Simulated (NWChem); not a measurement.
**One shape, several levels: C2H5AlF (SMILES [CH2][Al]([CH3])[F])**

Aim: a comparison of 5 runs (UHF/STO-3G, UHF/3-21G, UB3LYP/6-31G*, UM06-2X/def2-SVP) of C2H5AlF. 

The results are computed with NWChem 7.3.0.

1 further run of the same task is left out (it didn't finish). Runs told in other sessions of the task aren't counted.

## Step 1: Starting point

C2H5AlF has 9 atoms, charge 0, and is taken as a doublet. As SMILES, `[CH2][Al]([CH3])[F]`. Geometry: relaxed at PBE0-D4/def2-TZVP. This is one conformer, not always the lowest.

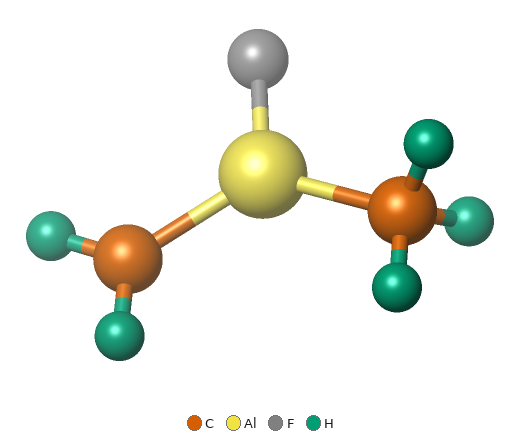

The structure, seen from a chosen angle (carbon orange, aluminium yellow, fluorine grey, hydrogen teal).

## Step 2: Energy and forces at UHF/STO-3G (run 1)

Input file run.py:

```python
from ase import Atoms
from ase.calculators.nwchem import NWChem

molecule = Atoms(['C', 'Al', 'C', 'F', 'H', 'H', 'H', 'H', 'H'], positions=[
    [-0.686400, 1.587500, -0.820000],
    [-0.112800, -0.228700, -0.596500],
    [0.607100, -1.002300, 1.029300],
    [-0.253200, -1.209400, -1.924700],
    [-1.086800, 1.989200, -1.748800],
    [-0.649000, 2.336800, -0.031000],
    [-0.009300, -1.839800, 1.370600],
    [1.611200, -1.403400, 0.860100],
    [0.667900, -0.276300, 1.843700],
])

calc = NWChem(
    label='work',
    theory='scf',
    memory='2200 mb',
    basis='STO-3G',
    basispar='spherical bse',
    scf={'nopen': '1', 'uhf': None, 'thresh': '1e-08', 'maxiter': '80', 'print': 'low'},
)
molecule.calc = calc

forces = molecule.get_forces()
e = molecule.get_potential_energy()
print(f"E = {e:.6f} eV")
print("forces (eV/A):")
for s, f in zip(molecule.symbols, forces):
    print(f"{s:2s} {f[0]:10.5f} {f[1]:10.5f} {f[2]:10.5f}")
```

The run is started by

```
export ASE_NWCHEM_COMMAND="nwchem PREFIX.nwi > PREFIX.nwo"
python run.py
```

The program printed:

```text
E = -11287.297880 eV
forces (eV/A):
C     0.33054   -0.89562    0.26390
Al   -0.13843   -0.44403   -0.83972
C    -0.29192    0.26133   -0.69821
F     0.17026    1.07215    1.50620
H     0.08757   -0.09976    0.19232
H    -0.02005   -0.14702   -0.19571
H     0.28220    0.41796   -0.07832
H    -0.43153    0.22451    0.14954
H     0.01147   -0.38952   -0.29994
```

The calculator wrote work.nwi:

```
title "work"

permanent_dir work

scratch_dir work

start work

geometry units angstrom nocenter noautosym noautoz
  C  -6.8640000000000001e-01 1.5874999999999999e+00 -8.1999999999999995e-01
  Al -1.1280000000000000e-01 -2.2869999999999999e-01 -5.9650000000000003e-01
  C  6.0709999999999997e-01 -1.0023000000000000e+00 1.0293000000000001e+00
  F  -2.5319999999999998e-01 -1.2094000000000000e+00 -1.9247000000000001e+00
  H  -1.0868000000000000e+00 1.9892000000000001e+00 -1.7487999999999999e+00
  H  -6.4900000000000002e-01 2.3368000000000002e+00 -3.1000000000000000e-02
  H  -9.2999999999999992e-03 -1.8398000000000001e+00 1.3706000000000000e+00
  H  1.6112000000000000e+00 -1.4034000000000000e+00 8.6009999999999998e-01
  H  6.6790000000000005e-01 -2.7629999999999999e-01 1.8436999999999999e+00
end

memory 2200 mb

basis spherical bse noprint
   * library STO-3G
end

scf
  nopen 1
  uhf
  thresh 1e-08
  maxiter 80
  print low
end

task scf gradient
```

work.nwo:

```text
Northwest Computational Chemistry Package (NWChem) 7.3.0
             --------------------------------------------------------

           Job information
           ---------------

    nwchem branch   = 7.3.0
    use scalapack   = T
    input           = work.nwi
    prefix          = work.
    data base       = work/work.db
    status          = startup
    nproc           =        1

           Memory information
           ------------------

    heap     =     72089598 doubles =      550.0 Mbytes
    stack    =     72089595 doubles =      550.0 Mbytes
    global   =    144179200 doubles =     1100.0 Mbytes (distinct from heap & stack)
    total    =    288358393 doubles =     2200.0 Mbytes
    verify   = yes
    hardfail = no

[... 38 lines left out ...]
            Nuclear Dipole moment (a.u.)
[... 71 lines left out ...]
       Final UHF  results
[... 2 lines left out ...]
         Total SCF energy =   -414.800549656871
      One electron energy =   -867.624648597566
      Two electron energy =    308.101881134363
 Nuclear repulsion energy =    144.722217806332
[... 1 line left out ...]
                       Sz =      0.5000
                 Sz(Sz+1) =      0.7500
                      S^2 =      0.7661

        Time for solution =      1.9s

                              NWChem Gradients Module
                              -----------------------

                         UHF ENERGY GRADIENTS

    atom               coordinates                        gradient
                 x          y          z           x          y          z
   1 C      -1.297108   2.999940  -1.549575   -0.006428   0.017417  -0.005132
   2 Al     -0.213161  -0.432180  -1.127222    0.002692   0.008635   0.016330
   3 C       1.147253  -1.894072   1.945095    0.005677  -0.005082   0.013578
[... 5 lines of this table left out ...]
   9 H       1.262148  -0.522131   3.484088   -0.000223   0.007575   0.005833

 Task  times  cpu:        2.3s     wall:        2.3s
 Total times  cpu:        2.3s     wall:        2.3s
```

Wall time 3.6 s (1 thread of Intel Xeon Platinum 8375C at 2.90GHz (Ice Lake), shared host); peak memory 0.097 GiB.

## Step 3: Energy and forces at UHF/3-21G (run 2)

Input file c2h5alf.nw:

```
start c2h5alf
title "C2H5AlF hf"
memory stack 880 mb heap 220 mb global 1100 mb
charge 0

geometry units angstroms noautosym nocenter noautoz
   C       -0.686400       1.587500      -0.820000
   Al      -0.112800      -0.228700      -0.596500
   C        0.607100      -1.002300       1.029300
   F       -0.253200      -1.209400      -1.924700
   H       -1.086800       1.989200      -1.748800
   H       -0.649000       2.336800      -0.031000
   H       -0.009300      -1.839800       1.370600
   H        1.611200      -1.403400       0.860100
   H        0.667900      -0.276300       1.843700
end

basis spherical bse
   * library 3-21G
end

scf
   doublet
   uhf
   thresh 1e-08
   maxiter 80
   print low
end

task scf gradient
```

The run is started by

```
nwchem c2h5alf.nw > c2h5alf.out
```

The program printed:

```text
[...]
  functions       =    50
[...]
  wavefunction    = UHF
[...]
         Total SCF energy =   -417.771671473057
      One electron energy =   -867.547102646732
      Two electron energy =    305.053213367343
 Nuclear repulsion energy =    144.722217806332
                       Sz =      0.5000
                 Sz(Sz+1) =      0.7500
                      S^2 =      0.7590
[...]
                         UHF ENERGY GRADIENTS
    atom               coordinates                        gradient
                 x          y          z           x          y          z
   1 C      -1.297108   2.999940  -1.549575    0.005451  -0.017755   0.001676
   2 Al     -0.213161  -0.432180  -1.127222    0.000502   0.003982   0.005163
   3 C       1.147253  -1.894072   1.945095   -0.004870   0.005658  -0.010637
   4 F      -0.478479  -2.285435  -3.637156    0.000161   0.002549   0.002775
   5 H      -2.053754   3.759043  -3.304753   -0.002052   0.002538  -0.004331
   6 H      -1.226432   4.415912  -0.058582    0.000087   0.003863   0.003728
   7 H      -0.017574  -3.476718   2.590058   -0.002632  -0.002928   0.000348
   8 H       3.044727  -2.652041   1.625353    0.003371  -0.001299  -0.001581
   9 H       1.262148  -0.522131   3.484088   -0.000018   0.003393   0.002859
 Task  times  cpu:        3.0s     wall:        3.0s
[...]
```

Wall time 3.6 s (1 thread of Intel Xeon Platinum 8375C at 2.90GHz (Ice Lake), shared host); peak memory 0.097 GiB.

Runs 3 to 4 aren't shown in full; the table further down has their settings and results.

## Step 4: Energy and gradient at UM06-2X/def2-SVP (run 5)

Edit run.py of step 2 so:

```diff
@@ -16,8 +16,8 @@
 calc = NWChem(
-    label='work',
-    theory='scf',
+    label='c2h5alf',
+    theory='dft',
     memory='2200 mb',
-    basis='STO-3G',
+    basis='def2-SVP',
     basispar='spherical bse',
-    scf={'nopen': '1', 'uhf': None, 'thresh': '1e-08', 'maxiter': '80', 'print': 'low'},
+    dft={'xc': 'm06-2x', 'mult': '2', 'grid': 'xfine', 'convergence': 'energy 1e-08', 'iterations': '100', 'mulliken': None},
 )
```

The run is started by

```
export ASE_NWCHEM_COMMAND="nwchem PREFIX.nwi > PREFIX.nwo"
python run.py
```

The program printed:

```text
E = -11461.709223 eV
forces (eV/A):
C     0.09328   -0.27891    0.05116
Al    0.02319    0.18229    0.23927
C    -0.08474    0.10279   -0.18229
F    -0.02617   -0.18661   -0.25053
H    -0.09575    0.08829   -0.22909
H     0.01008    0.17807    0.19129
H    -0.13971   -0.16810    0.05775
H     0.20805   -0.07549   -0.05050
H     0.01172    0.15766    0.17298
```

The calculator wrote c2h5alf.nwi:

```
title "c2h5alf"

permanent_dir c2h5alf

scratch_dir c2h5alf

start c2h5alf

geometry units angstrom nocenter noautosym noautoz
  C  -6.8640000000000001e-01 1.5874999999999999e+00 -8.1999999999999995e-01
  Al -1.1280000000000000e-01 -2.2869999999999999e-01 -5.9650000000000003e-01
  C  6.0709999999999997e-01 -1.0023000000000000e+00 1.0293000000000001e+00
  F  -2.5319999999999998e-01 -1.2094000000000000e+00 -1.9247000000000001e+00
  H  -1.0868000000000000e+00 1.9892000000000001e+00 -1.7487999999999999e+00
  H  -6.4900000000000002e-01 2.3368000000000002e+00 -3.1000000000000000e-02
  H  -9.2999999999999992e-03 -1.8398000000000001e+00 1.3706000000000000e+00
  H  1.6112000000000000e+00 -1.4034000000000000e+00 8.6009999999999998e-01
  H  6.6790000000000005e-01 -2.7629999999999999e-01 1.8436999999999999e+00
end

memory 2200 mb

basis spherical bse noprint
   * library def2-SVP
end

dft
  xc m06-2x
  mult 2
  grid xfine
  convergence energy 1e-08
  iterations 100
  mulliken
end

task dft gradient
```

c2h5alf.nwo:

```text
Northwest Computational Chemistry Package (NWChem) 7.3.0
             --------------------------------------------------------

           Job information
           ---------------

    nwchem branch   = 7.3.0
    use scalapack   = T
    input           = c2h5alf.nwi
    prefix          = c2h5alf.
    data base       = c2h5alf/c2h5alf.db
    status          = startup
    nproc           =        1

           Memory information
           ------------------

    heap     =     72089598 doubles =      550.0 Mbytes
    stack    =     72089595 doubles =      550.0 Mbytes
    global   =    144179200 doubles =     1100.0 Mbytes (distinct from heap & stack)
    total    =    288358393 doubles =     2200.0 Mbytes
    verify   = yes
    hardfail = no

[... 123 lines left out ...]
          Convergence on energy requested:  1.00D-08
[... 25 lines left out ...]
          Convergence Information
[... 30 lines left out ...]
 1-e energy   =    -865.926132
[... 61 lines left out ...]
      One electron energy =     -870.179894392519
[... 8 lines left out ...]
                    DFT Final Alpha Molecular Orbital Analysis
[... 1330 lines left out ...]
          Convergence on gradient requested:  5.00D-04
[... 26 lines left out ...]
          total energy or number of iterations.
[... 26 lines left out ...]
                         DFT ENERGY GRADIENTS

    atom               coordinates                        gradient
                 x          y          z           x          y          z
   1 C      -1.297108   2.999940  -1.549575   -0.001814   0.005424  -0.000995
   2 Al     -0.213161  -0.432180  -1.127222   -0.000451  -0.003545  -0.004653
   3 C       1.147253  -1.894072   1.945095    0.001648  -0.001999   0.003545
[... 5 lines of this table left out ...]
   9 H       1.262148  -0.522131   3.484088   -0.000228  -0.003066  -0.003364

                 ----------------------------------------
                 |  Time  |  1-e(secs)   |  2-e(secs)   |
                 ----------------------------------------
                 |  CPU   |       0.01   |       2.20   |
                 ----------------------------------------
                 |  WALL  |       0.01   |       2.20   |
                 ----------------------------------------

 Task  times  cpu:       99.8s     wall:       99.8s
 Total times  cpu:       99.9s     wall:       99.9s
```

It took 1.7 min on 1 thread of Intel Xeon Platinum 8375C at 2.90GHz (Ice Lake), shared host; peak memory 0.14 GiB.

## Step 5: Overview of the runs

```csv
run,level,iteration cap,module,energy (Eh),⟨S²⟩,largest force (eV/Å),wall time
1,UHF/STO-3G,80,scf,-414.800550,0.766,1.857,3.6 s
2,UHF/3-21G,80,scf,-417.771671,0.759,0.959,3.6 s
3,UB3LYP/6-31G* (spherical functions),100,dft,-421.521100,0.753,0.340,47 s
4,UB3LYP/6-31G* (Cartesian functions),100,dft,-421.525720,0.753,0.301,56 s
5,UM06-2X/def2-SVP,100,dft,-421.210048,0.753,0.313,1.7 min
```

## Step 6: Results

```
                                 quantity          value
                      run 5: total energy  -421.21005 Eh
                     run 5: dipole moment         1.98 D
run 5: HOMO energy (highest over α and β)       -8.18 eV
 run 5: LUMO energy (lowest over α and β)       -1.90 eV
                              run 5: ⟨S²⟩          0.753
          run 5: largest force on an atom     0.313 eV/Å
```

**Reading.** Over runs 3, 4, 5 the dipole moment (its size) runs from 1.87 D (UB3LYP/6-31G*) to 1.98 D (UM06-2X/def2-SVP). The two ends differ in method and basis. Totals of different functionals can't be ranked against each other. In run 1 the basis is minimal, so the values are rough. All runs together took 3.5 min, the longest 1.7 min.
